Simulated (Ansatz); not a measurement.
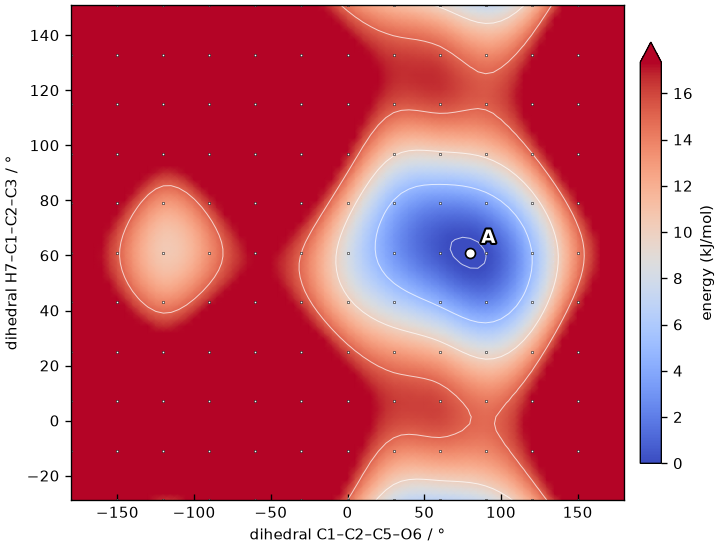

C₄H₇FO, SMILES CC(C)(F)C=O. Coordinates scanned: (1) dihedral C1–C2–C5–O6; (2) dihedral H7–C1–C2–C3. Nothing is relaxed (all other coordinates rigid). The grid has 12 × 11 points. Points are written as (first, second). Energies are in kJ/mol, from the lowest grid point. Theory: RKS PBE-D4/def2-SVP in Ansatz.

The picture shows a smooth colour map with a few white contour lines, dots at the grid points, one colour for all values above the top of the scale, the well A. Between grid points the surface is interpolated.

### Estimate the position of the minimum and the force constants in these coordinates. Take the well at A.

The interpolated minimum is at dihedral C1–C2–C5–O6 ≈ 80°, dihedral H7–C1–C2–C3 ≈ 61°. The curvatures there are about 0.18 eV/rad² and 0.73 eV/rad², with a cross term of about 0.11 eV/rad². Round the minimum the valley is somewhat tilted: raising dihedral C1–C2–C5–O6 shifts the best value of dihedral H7–C1–C2–C3 downwards (coupling k₁₂/√(k₁₁k₂₂) about 0.3). (1 eV is 96.5 kJ/mol.)
